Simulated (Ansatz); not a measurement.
# AlSiH$_{7}$O: nudged elastic band

The run: nudged elastic band of AlSiH$_{7}$O. Method and program: RKS PBE-D4/def2-SVP (Ansatz 0.2.0).

One setting was made poor on purpose. It belongs to a series of runs on one base structure; here: band between the two ends. Figures and captions count atoms from 1; the log counts them from 0 in places.

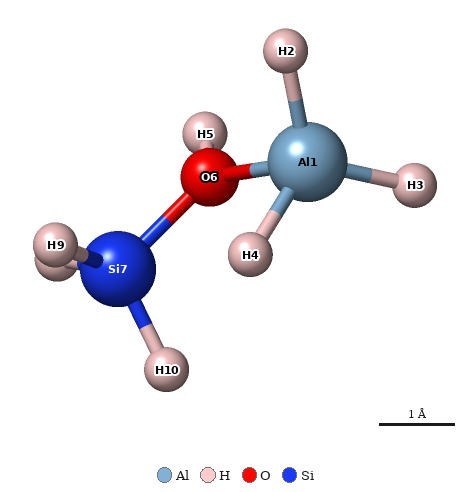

Figure 1. The structure as given in the input (ball-and-stick view, seen at a tilt; atoms are numbered from 1 in the order of the input). Sticks mark near contacts.

### The input
```yaml
crystal:
  periodic: [false, false, false]
  atoms:
    - { symbol: Al, position_ang: [-1.694858, 0.20179, 0.000911] }
    - { symbol: H, position_ang: [-2.390447, -0.540054, 1.248428] }
    - { symbol: H, position_ang: [-2.391151, 0.108143, -1.446149] }
    - { symbol: H, position_ang: [-0.820229, 1.539586, 0.325033] }
    - { symbol: H, position_ang: [0.13601, -1.732539, -0.377623] }
    - { symbol: O, position_ang: [0.03527, -0.775657, -0.219325] }
    - { symbol: Si, position_ang: [1.482024, 0.159532, 0.071375] }
    - { symbol: H, position_ang: [2.569992, -0.859221, -0.137482] }
    - { symbol: H, position_ang: [1.494331, 0.651808, 1.480344] }
    - { symbol: H, position_ang: [1.579057, 1.246613, -0.945412] }
basis:
  gaussian: { orbitals: def2-SVP }
hamiltonian:
  xc: pbe
  dispersion: d4
neb:
  order_check: false
  images: 1
  f_tol: 0.05
  max_iterations: 60
  climbing: true
  final_atoms:
    - { symbol: Al, position_ang: [-1.51037844, 0.52521547, -0.20823704] }
    - { symbol: H, position_ang: [-1.98316607, -1.66570881, 0.57615783] }
    - { symbol: H, position_ang: [-2.22622242, 0.16387017, -1.58553327] }
    - { symbol: H, position_ang: [-2.27440112, 1.11186765, 1.06119114] }
    - { symbol: H, position_ang: [-1.21009496, -1.64746457, 0.57049418] }
    - { symbol: O, position_ang: [0.2069985, 0.44808335, -0.14863091] }
    - { symbol: Si, position_ang: [1.85753186, 0.3051277, -0.0827459] }
    - { symbol: H, position_ang: [2.24202785, -1.15183347, -0.01815878] }
    - { symbol: H, position_ang: [2.40534938, 0.99463869, 1.13966715] }
    - { symbol: H, position_ang: [2.4923544, 0.91620481, -1.30410442] }
  initial_path:
    images:
      - { positions_ang: [[-1.694858, 0.20179, 0.000911], [-2.390447, -0.540054, 1.248428], [-2.391151, 0.108143, -1.446149], [-0.820229, 1.539586, 0.325033], [0.13601, -1.732539, -0.377623], [0.03527, -0.775657, -0.219325], [1.482024, 0.159532, 0.071375], [2.569992, -0.859221, -0.137482], [1.494331, 0.651808, 1.480344], [1.579057, 1.246613, -0.945412]] }
      - { positions_ang: [[-1.92643581, 0.35995503, -0.18984061], [-1.39221753, -1.39806271, 0.60647448], [-2.44611024, 0.29183128, -1.63684906], [-2.51292732, 1.38196772, 0.80191212], [-0.57744001, -0.89330041, 0.3844258], [0.21758839, 0.03712836, -0.00038052], [1.83628628, 0.06127302, 0.00418535], [2.25970989, -1.34223629, 0.04124504], [2.26519827, 0.77393554, 1.20940553], [2.27634707, 0.72750946, -1.22047814]] }
      - { positions_ang: [[-1.51037844, 0.52521547, -0.20823704], [-1.98316607, -1.66570881, 0.57615783], [-2.22622242, 0.16387017, -1.58553327], [-2.27440112, 1.11186765, 1.06119114], [-1.21009496, -1.64746457, 0.57049418], [0.2069985, 0.44808335, -0.14863091], [1.85753186, 0.3051277, -0.0827459], [2.24202785, -1.15183347, -0.01815878], [2.40534938, 0.99463869, 1.13966715], [2.4923544, 0.91620481, -1.30410442]] }
```

Launched with:
```bash
ansatz run input.yaml --threads 2 --pin off --max-ram 3072MiB --backend cpu --events-out ev --progress --plain --runs-dir out
```

### Log
```
Engine: ansatz 0.2.0, x86_64-unknown-linux-gnu
Functional definition: PBE
  parameter kappa = 0.804
  parameter beta = 0.06672455060314922
  exchange = pbe_x(kappa = kappa, mu = beta*pi^2/3)
  correlation = pbe_c(beta = beta)
938 factors; their error is unknown
mean field evaluation 1: about -16614.8890 eV, gradient 4.7e1 eV
mean field evaluation 2: about -16603.3606 eV, gradient 9.3e1 eV
mean field evaluation 4: about -16619.3659 eV, gradient 1.4e0 eV
mean field evaluation 8: about -16619.3195 eV, gradient 1.9e-2 eV
mean field -16619.31954105 eV, -610.7487281541 hartree, gradient 4.2e-5 eV, S^2 0.000000; 0 other end points of the search recorded, 0 dependent functions left out
the calculation of the forces begins
reference -16619.31958353 eV, -610.7487297151 hartree; 21, 21 occupied and 64, 64 virtual orbitals, 938 factors
938 factors; their error is unknown
mean field evaluation 16: about -16562.2202 eV, gradient 1.6e2 eV
mean field -16619.82755116 eV, -610.7673971813 hartree, gradient 2.4e-5 eV, S^2 0.000000; 0 other end points of the search recorded, 0 dependent functions left out
[... from here on the field's lines of each further geometry are left out, up to the last ...]
NEB iter   1: max|band force component| = 4.504e0 eV/Å  barrier→ = 1.0568 eV  barrier← = 1.5525 eV  Δτ_max = 0.1923 Å  (68 SCF iters)
NEB iter   2: max|band force component| = 3.816e0 eV/Å  barrier→ = 0.7970 eV  barrier← = 1.2927 eV  Δτ_max = 0.1966 Å  (26 SCF iters)
NEB iter   3: max|band force component| = 2.243e0 eV/Å  barrier→ = 0.7599 eV  barrier← = 1.2556 eV  Δτ_max = 0.1969 Å  (32 SCF iters)
NEB iter   4: max|band force component| = 1.655e0 eV/Å  barrier→ = 0.6499 eV  barrier← = 1.1456 eV  Δτ_max = 0.1917 Å  (30 SCF iters)
NEB iter   5: max|band force component| = 1.279e0 eV/Å  barrier→ = 0.2643 eV  barrier← = 0.7600 eV  Δτ_max = 0.1192 Å  (25 SCF iters)
NEB iter   6: max|band force component| = 1.873e0 eV/Å  barrier→ = 0.2276 eV  barrier← = 0.7233 eV  Δτ_max = 0.0589 Å  (25 SCF iters)
NEB iter   7: max|band force component| = 2.837e-1 eV/Å  barrier→ = 0.1590 eV  barrier← = 0.6547 eV  CI = image 1  Δτ_max = 0.1211 Å  (26 SCF iters)
NEB iter   8: max|band force component| = 3.210e-1 eV/Å  barrier→ = 0.1750 eV  barrier← = 0.6707 eV  CI = image 1  Δτ_max = 0.1534 Å  (25 SCF iters)
NEB iter   9: max|band force component| = 2.201e-1 eV/Å  barrier→ = 0.2093 eV  barrier← = 0.7050 eV  CI = image 1  Δτ_max = 0.1570 Å  (26 SCF iters)
NEB iter  10: max|band force component| = 7.981e-1 eV/Å  barrier→ = 0.2481 eV  barrier← = 0.7438 eV  CI = image 1  Δτ_max = 0.0804 Å  (25 SCF iters)
NEB iter  11: max|band force component| = 6.407e-1 eV/Å  barrier→ = 0.2185 eV  barrier← = 0.7142 eV  CI = image 1  Δτ_max = 0.1572 Å  (25 SCF iters)
NEB iter  12: max|band force component| = 6.433e-1 eV/Å  barrier→ = 0.2432 eV  barrier← = 0.7389 eV  CI = image 1  Δτ_max = 0.1969 Å  (26 SCF iters)
NEB iter  13: max|band force component| = 8.141e-1 eV/Å  barrier→ = 0.2868 eV  barrier← = 0.7825 eV  CI = image 1  Δτ_max = 0.2000 Å  (25 SCF iters)
NEB iter  14: max|band force component| = 5.080e-1 eV/Å  barrier→ = 0.3928 eV  barrier← = 0.8885 eV  CI = image 1  Δτ_max = 0.2000 Å  (26 SCF iters)
NEB iter  15: max|band force component| = 1.037e0 eV/Å  barrier→ = 0.5301 eV  barrier← = 1.0258 eV  CI = image 1  Δτ_max = 0.0979 Å  (32 SCF iters)
NEB iter  16: max|band force component| = 7.191e-1 eV/Å  barrier→ = 0.4240 eV  barrier← = 0.9197 eV  CI = image 1  Δτ_max = 0.1001 Å  (26 SCF iters)
NEB iter  17: max|band force component| = 5.063e-1 eV/Å  barrier→ = 0.4021 eV  barrier← = 0.8979 eV  CI = image 1  Δτ_max = 0.0342 Å  (26 SCF iters)
NEB iter  18: max|band force component| = 4.374e-1 eV/Å  barrier→ = 0.3849 eV  barrier← = 0.8806 eV  CI = image 1  Δτ_max = 0.0923 Å  (26 SCF iters)
NEB iter  19: max|band force component| = 1.460e-1 eV/Å  barrier→ = 0.3831 eV  barrier← = 0.8789 eV  CI = image 1  Δτ_max = 0.0134 Å  (26 SCF iters)
NEB iter  20: max|band force component| = 7.909e-2 eV/Å  barrier→ = 0.3813 eV  barrier← = 0.8770 eV  CI = image 1  Δτ_max = 0.0044 Å  (27 SCF iters)
the calculation of the forces begins
reference -16618.94697685 eV, -610.7350366723 hartree; 21, 21 occupied and 64, 64 virtual orbitals, 938 factors
938 factors; their error is unknown
mean field evaluation 192: about -16589.9195 eV, gradient 1.2e2 eV
mean field -16618.94693250 eV, -610.7350350426 hartree, gradient 1.6e-5 eV, S^2 0.000000; 1 other end points of the search recorded, 0 dependent functions left out
the calculation of the forces begins
reference -16618.94697685 eV, -610.7350366723 hartree; 21, 21 occupied and 64, 64 virtual orbitals, 938 factors
NEB iter  21: max|band force component| = 4.078e-2 eV/Å  barrier→ = 0.3808 eV  barrier← = 0.8765 eV  CI = image 1  Δτ_max = 0.0000 Å  (45 SCF iters)
```

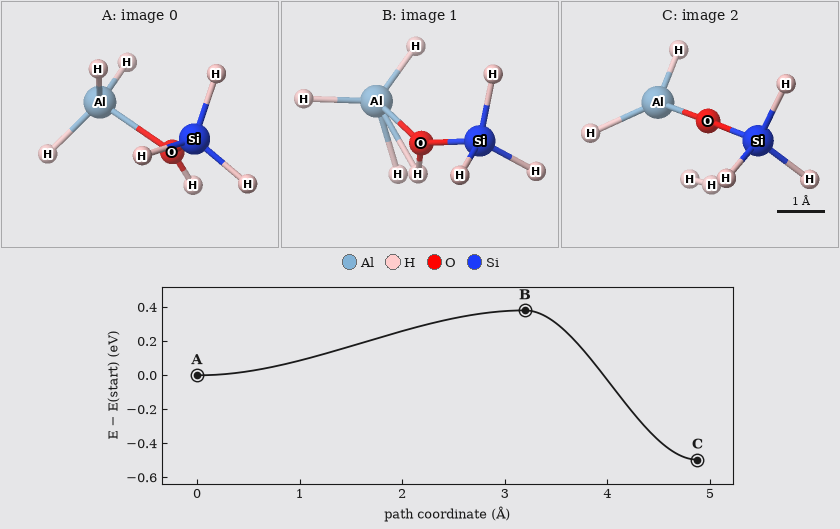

Figure 2. Images of the last band (counted from 0; ball-and-stick, seen at a tilt) above the energy along the path; the line is a cubic interpolation that uses the forces. The highest image is number 1, 0.381 eV above the start and 0.877 eV above the end (the climbing image); the end lies 0.496 eV below the start. The path is 4.88 Å long. The band converged in 21 iterations.

```
Total energy: -16619.11633602 eV, -610.7412605071 hartree
Atom 0 at    -1.735709     0.308763    -0.180386 Å, force     0.040803     0.014240     0.040653 eV/Å
Atom 1 at    -1.666141    -1.260469     0.609739 Å, force    -0.001429    -0.026143     0.001351 eV/Å
Atom 2 at    -1.902303     0.167902    -1.762099 Å, force    -0.004754    -0.003980    -0.004286 eV/Å
Atom 3 at    -2.500636     1.372934     0.727243 Å, force    -0.015982     0.008726    -0.014291 eV/Å
Atom 4 at    -0.610126    -0.884719     0.659625 Å, force    -0.017958     0.035012    -0.001818 eV/Å
Atom 5 at     0.079685     0.050852     0.384159 Å, force     0.034260    -0.035536    -0.038781 eV/Å
Atom 6 at     1.731762     0.060821    -0.021800 Å, force    -0.033403     0.000179     0.037226 eV/Å
Atom 7 at     2.155683    -1.343149    -0.348118 Å, force     0.005789     0.004285    -0.006039 eV/Å
Atom 8 at     2.526591     0.572393     1.144662 Å, force    -0.004931    -0.002893    -0.012906 eV/Å
Atom 9 at     1.921193     0.954673    -1.212926 Å, force    -0.002394     0.006110    -0.001108 eV/Å
Dipole moment:     0.398328    -0.087781     0.011603 e Å
this run last wrote the band of iteration 21 to [file]
```

### The last band as extended XYZ (Å, eV, eV/Å)
```
10
Properties=species:S:1:pos:R:3:forces:R:3 image=0 energy=-16619.49713
Al   -1.6949    0.2018    0.0009    0.0167  -0.0034  -0.0003
H    -2.3904   -0.5401    1.2484   -0.0026  -0.0012   0.0004
H    -2.3912    0.1081   -1.4461    0.0004  -0.0020  -0.0005
H    -0.8202    1.5396    0.3250   -0.0010  -0.0042  -0.0007
H     0.1360   -1.7325   -0.3776   -0.0011   0.0037  -0.0023
O     0.0353   -0.7757   -0.2193    0.0004   0.0133   0.0064
Si    1.4820    0.1595    0.0714   -0.0222  -0.0055  -0.0023
H     2.5700   -0.8592   -0.1375    0.0013  -0.0006   0.0001
H     1.4943    0.6518    1.4803    0.0041   0.0000   0.0005
H     1.5791    1.2466   -0.9454    0.0041  -0.0002  -0.0013
10
Properties=species:S:1:pos:R:3:forces:R:3 image=1 energy=-16619.11629
Al   -1.7357    0.3088   -0.1804    0.0408   0.0142   0.0407
H    -1.6661   -1.2605    0.6097   -0.0014  -0.0261   0.0014
H    -1.9023    0.1679   -1.7621   -0.0048  -0.0040  -0.0043
H    -2.5006    1.3729    0.7272   -0.0160   0.0087  -0.0143
H    -0.6101   -0.8847    0.6596   -0.0180   0.0350  -0.0018
O     0.0797    0.0509    0.3842    0.0343  -0.0355  -0.0388
Si    1.7318    0.0608   -0.0218   -0.0334   0.0002   0.0372
H     2.1557   -1.3431   -0.3481    0.0058   0.0043  -0.0060
H     2.5266    0.5724    1.1447   -0.0049  -0.0029  -0.0129
H     1.9212    0.9547   -1.2129   -0.0024   0.0061  -0.0011
10
Properties=species:S:1:pos:R:3:forces:R:3 image=2 energy=-16619.99284
Al   -1.5104    0.5252   -0.2082    0.0017   0.0045  -0.0010
H    -1.9832   -1.6657    0.5762    0.0093  -0.0098   0.0026
H    -2.2262    0.1639   -1.5855   -0.0036   0.0043  -0.0017
H    -2.2744    1.1119    1.0612   -0.0036   0.0037   0.0012
H    -1.2101   -1.6475    0.5705   -0.0129   0.0052  -0.0030
O     0.2070    0.4481   -0.1486    0.0037  -0.0141   0.0018
Si    1.8575    0.3051   -0.0827   -0.0066   0.0000   0.0016
H     2.2420   -1.1518   -0.0182    0.0064   0.0017   0.0010
H     2.4053    0.9946    1.1397    0.0037   0.0037  -0.0029
H     2.4924    0.9162   -1.3041    0.0020   0.0007   0.0005
```

### Key numbers

```json
{"quantity": "outcome", "value": "converged"}
{"quantity": "barrier, forward", "value": "0.381 eV"}
{"quantity": "barrier, backward", "value": "0.876 eV"}
{"quantity": "hardware", "value": "2 threads of Intel Xeon (Sapphire Rapids), 16 GiB of memory available, shared host"}
{"quantity": "wall time", "value": "19 s (CPU time 35 s)"}
{"quantity": "peak memory", "value": "0.14 GiB"}
```

A deliberately poor setting: few images. The order of the saddle point was not checked.
